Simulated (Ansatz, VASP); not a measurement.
# PtBr2: VASP beside Ansatz, part 2 of 2

Wanted: the spread between two codes on one cell, functional and k mesh. The cell is generated by rule, not measured, and may not be a known phase. The cell is taken from a series of VASP runs on this material, whose earlier steps may have relaxed, scaled or displaced it; both programs get it as it stands. Valence electrons are named where the data sets of a main pair hold unlike numbers.

VASP 6.6.1 and Ansatz 0.2.0.

So far: Set-up; Ansatz: band structure, PBE, spin-orbit coupling; VASP: band structure, PBE, spin-orbit coupling.

### 3. VASP: band structure, PBE, spin-orbit coupling (continued)

Level of this step: PBE, spin-orbit coupling; plane waves and PAW (Pt, Br); invented cell (VASP).

Numbers of over 12 decimals in the logs are rounded to 6 here.

OUTCAR, selected parts (step 3):

```text
ion  position               nearest neighbor table
   1  0.000  0.000  0.000-   3 2.82   3 2.82   3 2.82   2 2.82   3 2.82   2 2.82   2 2.82   2 2.82

  LATTYP: Found a face centered cubic cell.
 ALAT       =     6.5088200000

 Subroutine GETGRP returns: Found 48 space group operations
 (whereof 48 operations were pure point group operations)

The static configuration has the point symmetry O_h .

 Found     29 irreducible k-points:

   k-points           NKPTS =     29   k-points in BZ     NKDIM =     29   number of bands    NBANDS=     36

   dimension x,y,z NGX =    30 NGY =   30 NGZ =   30
   dimension x,y,z NGXF=    60 NGYF=   60 NGZF=   60

   ENCUT  =  400.0 eV  29.40 Ry    5.42 a.u.   7.51  7.51  7.51*2*pi/ulx,y,z

   NELECT =      24.0000    total number of electrons

 k-points in reciprocal lattice and weights: Automatic mesh
   0.00000000  0.00000000  0.00000000       0.002
   0.12500000  0.00000000  0.00000000       0.016
   0.25000000  0.00000000  0.00000000       0.016
   0.37500000  0.00000000  0.00000000       0.016
   0.50000000  0.00000000  0.00000000       0.008
   0.12500000  0.12500000  0.00000000       0.012
   0.25000000  0.12500000  0.00000000       0.047
   0.37500000  0.12500000  0.00000000       0.047
   0.50000000  0.12500000  0.00000000       0.047
[...]
-0.37500000  0.50000000  0.12500000       0.023
  -0.25000000  0.50000000  0.25000000       0.012

 average (electrostatic) potential at core
       1 -68.9274       2 -61.7434       3 -61.7434

 E-fermi :   4.7996

 k-point     1 :       0.0000    0.0000    0.0000
  band No.  band energies     occupation
    ...
     20       2.8991      1.00000
     21       4.7550      0.99919
     22       4.7550      0.99919
     23       4.7550      0.99919
     24       4.7550      0.99919
     25       5.1277      0.00000
     26       5.1277      0.00000
     27       5.3721      0.00000
     28       5.3721      0.00000
     29       8.5151      0.00000
    ...

 k-point     2 :       0.1250    0.0000    0.0000
  band No.  band energies     occupation
    ...
     20       2.9699      1.00000
     21       4.5376      1.00000
     22       4.5376      1.00000
     23       4.6629      1.00000
     24       4.6629      1.00000
     25       5.0254      0.00000
     26       5.0254      0.00000
     27       6.0938      0.00000
     28       6.0938      0.00000
     29       8.8595      0.00000
    ...

 k-point     3 :       0.2500    0.0000    0.0000
  band No.  band energies     occupation
    ...
     20       2.8939      1.00000
     21       3.9518      1.00000
     22       3.9518      1.00000
     23       4.5546      1.00000
     24       4.5546      1.00000
     25       4.9999      0.00000
     26       4.9999      0.00000
     27       7.1353      0.00000
     28       7.1353      0.00000
     29       9.7887      0.00000
    ...

  Total        1.6530894      1.6530894      1.6530894      0.0000000      0.0000000     -0.0000000
  in kB       38.4202445     38.4202445     38.4202445      0.0000000      0.0000000     -0.0000000
  external PRESSURE =      38.4202445 kB  Pullay stress =       0.0000000 kB

  energy-cutoff  :      400.00
  volume of cell :       68.94
      direct lattice vectors                 reciprocal lattice vectors
     0.000000000  3.254410000  3.254410000    -0.153637679  0.153637679  0.153637679
     3.254410000  0.000000000  3.254410000     0.153637679 -0.153637679  0.153637679
     3.254410000  3.254410000  0.000000000     0.153637679  0.153637679 -0.153637679

 POSITION                                       TOTAL-FORCE (eV/Angst)
 -----------------------------------------------------------------------------------
      0.00000      0.00000      0.00000        -0.000000      0.000000     -0.000000
      1.62721      1.62721      1.62721        -0.000000      0.000000      0.000000
      4.88162      4.88162      4.88162         0.000000     -0.000000      0.000000
 -----------------------------------------------------------------------------------
    total drift:                                0.000000      0.000000      0.000000

  FREE ENERGIE OF THE ION-ELECTRON SYSTEM (eV)
  ---------------------------------------------------
  free  energy   TOTEN  =        -8.3799099310 eV

  energy  without entropy=       -8.3799092530  energy(sigma->0) =       -8.37990959

 Spin-Orbit-Coupling matrix elements
 Ion:    1  E_soc:     -0.9496296
 Ion:    2  E_soc:     -0.0481892
 Ion:    3  E_soc:     -0.0481892

 total charge
# of ion       s       p       d       tot
------------------------------------------
    1        0.424   0.315   8.080   8.818
    2        1.645   3.103   0.045   4.792
    3        1.645   3.103   0.045   4.792
--------------------------------------------------
tot          3.713   6.520   8.169  18.403

 magnetization (x)
# of ion       s       p       d       tot
------------------------------------------
    1        0.000   0.000   0.000   0.000
    2        0.000   0.000   0.000   0.000
    3        0.000   0.000   0.000   0.000
--------------------------------------------------
tot          0.000   0.000   0.000   0.000

 magnetization (y)
# of ion       s       p       d       tot
------------------------------------------
    1       -0.000   0.000  -0.000  -0.000
    2        0.000   0.000   0.000   0.000
    3        0.000   0.000   0.000   0.000
--------------------------------------------------
tot         -0.000   0.000  -0.000   0.000

 magnetization (z)
# of ion       s       p       d       tot
------------------------------------------
    1        0.000   0.000   0.000   0.000
    2        0.000   0.000   0.000   0.000
    3        0.000   0.000   0.000   0.000
--------------------------------------------------
tot          0.000   0.000   0.000   0.000

[... 3 further parts left out ...]
```

The run ends at a pressure of 3.84 GPa.

### 4. Side by side

Known differences besides the potentials themselves: spin-orbit coupling enters by fully relativistic files in Ansatz and inside the spheres in VASP; the data sets hold 32 valence electrons in Ansatz (on its fully relativistic PAW (standard-fr) files) and 24 in VASP; the cutoff is 420 eV in Ansatz and 400 eV in VASP. Total energies have different zeros and are not compared.

The two programs side by side:

```tsv
quantity	Ansatz	VASP	difference
pressure (GPa)	3.90	3.84	+0.06
gap over the path points (eV)	0.092	0.095	-0.003
```

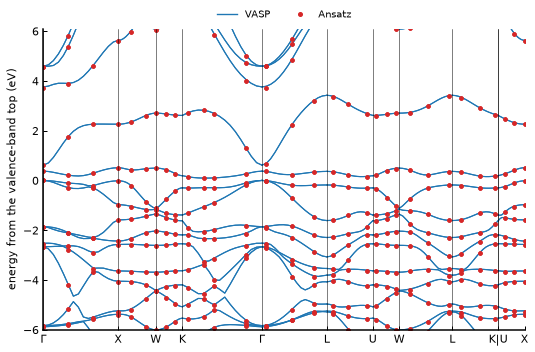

Bands from VASP (lines) and levels from Ansatz (dots). Dots without a line are higher empty bands that the VASP plot leaves out.

Levels at points of the path, from each program's valence-band top (eV; 8 filled, then empty):

```tsv
k (reciprocal lattice)	Ansatz	VASP
0.000 0.000 0.000	-1.87 -1.87 -1.87 -1.87 0.00 0.00 0.00 0.00 0.38 0.38 0.61 0.61 3.70 3.70	-1.86 -1.86 -1.86 -1.86 0.00 0.00 0.00 0.00 0.37 0.37 0.62 0.62 3.76 3.76
0.167 0.000 0.167	-2.12 -2.12 -2.12 -2.12 -0.29 -0.29 -0.11 -0.11 0.21 0.21 1.76 1.76 3.86 3.86	-2.11 -2.11 -2.10 -2.10 -0.29 -0.29 -0.11 -0.11 0.21 0.21 1.77 1.77 3.90 3.90
0.333 0.000 0.333	-2.33 -2.33 -2.30 -2.30 -0.30 -0.30 -0.22 -0.22 0.29 0.29 2.25 2.25 4.60 4.60	-2.32 -2.32 -2.29 -2.29 -0.30 -0.30 -0.21 -0.21 0.29 0.29 2.26 2.26 4.63 4.63
0.500 0.000 0.500	-2.44 -2.44 -1.58 -1.58 -0.99 -0.99 -0.03 -0.03 0.51 0.51 2.26 2.26 5.59 5.59	-2.43 -2.43 -1.58 -1.58 -0.97 -0.97 -0.01 -0.01 0.51 0.51 2.26 2.26 5.63 5.63
0.500 0.083 0.583	-2.35 -2.35 -1.56 -1.56 -1.06 -1.06 -0.21 -0.21 0.42 0.42 2.34 2.34 5.96 5.96	-2.33 -2.33 -1.55 -1.55 -1.04 -1.04 -0.20 -0.20 0.43 0.43 2.35 2.35 6.00 6.00
0.500 0.183 0.683	-2.11 -2.11 -1.44 -1.44 -1.18 -1.18 -0.85 -0.85 0.46 0.46 2.60 2.60 6.30 6.30	-2.10 -2.10 -1.44 -1.44 -1.16 -1.16 -0.85 -0.85 0.47 0.47 2.61 2.61 6.32 6.32
0.500 0.250 0.750	-2.05 -2.05 -1.36 -1.36 -1.17 -1.17 -1.12 -1.12 0.49 0.49 2.70 2.70 6.06 6.06	-2.04 -2.04 -1.36 -1.36 -1.16 -1.16 -1.12 -1.12 0.50 0.50 2.71 2.71 6.08 6.08
0.450 0.300 0.750	-2.10 -2.10 -1.50 -1.50 -1.32 -1.32 -0.76 -0.76 0.42 0.42 2.66 2.66 6.25 6.25	-2.09 -2.09 -1.49 -1.49 -1.32 -1.32 -0.74 -0.74 0.43 0.43 2.67 2.67 6.27 6.27
0.408 0.342 0.750	-2.17 -2.17 -1.61 -1.61 -1.38 -1.38 -0.43 -0.43 0.27 0.27 2.62 2.62 6.56 6.56	-2.16 -2.16 -1.59 -1.59 -1.38 -1.38 -0.42 -0.42 0.28 0.28 2.63 2.63 6.58 6.58
0.350 0.350 0.700	-2.19 -2.19 -1.91 -1.91 -1.31 -1.31 -0.32 -0.32 0.14 0.14 2.71 2.71 6.64 6.64	-2.18 -2.18 -1.89 -1.89 -1.31 -1.31 -0.31 -0.31 0.15 0.15 2.72 2.72 6.67 6.67
```

Among the levels compared at these points, filled levels agree within 20 meV and empty ones within 64 meV. Ansatz's pressure holds a Pulay correction of 0.02 GPa; VASP's holds none.

### 5. Outcome

| Property | Result |
| --- | --- |
| largest difference of a filled level at the path points (band structure, PBE, spin-orbit coupling) | 20 meV |

In words: The largest difference of a filled level at the path points is 20 meV (band structure, PBE, spin-orbit coupling), within the 80 meV picked in this series as the mark of a large difference. The data sets hold unlike numbers of valence electrons (32 in Ansatz and 24 in VASP), so part of the differences comes from the potentials. 1 further run of this series is not shown here. How closely two codes agree says nothing of how well the functional describes the real material.

[Lines on the potential files, build, host, timing and source positions are cut from VASP's logs without a mark.]

[Logs are printed without paths, hosts, clocks, repeated set-up lines and the standing remarks that a program may print on its own settings, such as how far it seeks lower states.]

[Hosts, paths, dates, database ids (printed as entryN), source tags and the programs' standing remarks are cut or masked in the printed files.]
